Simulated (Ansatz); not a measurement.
**How methods differ on SnH4 (SMILES [SnH4])**

SnH4 has 5 atoms, charge 0, and is taken as a singlet. As SMILES, `[SnH4]`. The shape is that of a PBE0-D4/def2-TZVP optimisation.

```csv
atom,x (Å),y (Å),z (Å)
Sn,0.0000,0.0000,0.0000
H,0.8239,-0.8535,1.2229
H,-1.5636,0.4034,0.5431
H,-0.1168,-0.9746,-1.3925
H,0.8565,1.4246,-0.3736
```

Quantity: the energy change with the Sn1–H4 bond stretched from 1.704 to 3.407 Å, in eV. The values are calculated.

```tsv
level	kind	program	value (eV)	less FCI/STO-3G	CPU time (all runs)
HF/STO-3G (restricted)	Hartree–Fock	Ansatz	7.90	+3.50	1.4 s
SVWN5/STO-3G (restricted)	LDA	Ansatz	5.84	+1.44	1.8 s
PBE/STO-3G (restricted)	GGA	Ansatz	5.60	+1.20	2.7 s
r2SCAN/STO-3G (restricted)	meta-GGA	Ansatz	5.97	+1.57	5.7 s
BHLYP/STO-3G (restricted)	global hybrid	Ansatz	6.83	+2.43	2.6 s
PBE0/STO-3G (restricted)	global hybrid	Ansatz	6.26	+1.86	2.8 s
HSE06/STO-3G (restricted)	range-separated hybrid	Ansatz	6.23	+1.83	3.2 s
B2PLYP/STO-3G (restricted)	double hybrid	Ansatz	6.00	+1.60	3.6 s
CCSDT(Q)/STO-3G (restricted)	coupled cluster or CI	Ansatz	4.40	0.00	1.2 s
FCI/STO-3G	exact in the basis	Ansatz	4.40	0.00	2.9 s
```

FCI/STO-3G is exact within its basis and frozen core, so for wave-function methods in that basis the difference is their error; functionals converge differently with the basis, so for them it is only a difference. Spin-restricted single references rise too steeply as a bond breaks, Hartree–Fock most of all. Perturbation and coupled-cluster corrections on them can overshoot downwards. All-electron rows without a relativistic Hamiltonian named are non-relativistic. The first shape isn't each level's own minimum. The values span 4.40 to 7.90 eV. All rows use very small basis sets, so even the best lies far from the true value. In the correlated wave-function rows the outer d shell of Sn is correlated, in sets not made for it. Times are those of the runs behind each value, whatever else they computed, on shared processors of several kinds: orders of magnitude only.

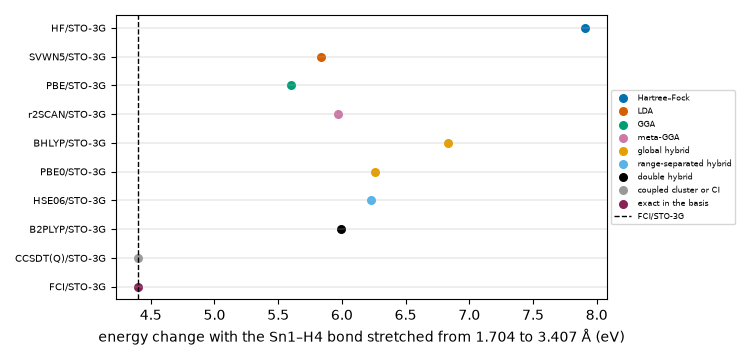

The values of the table, level by level.
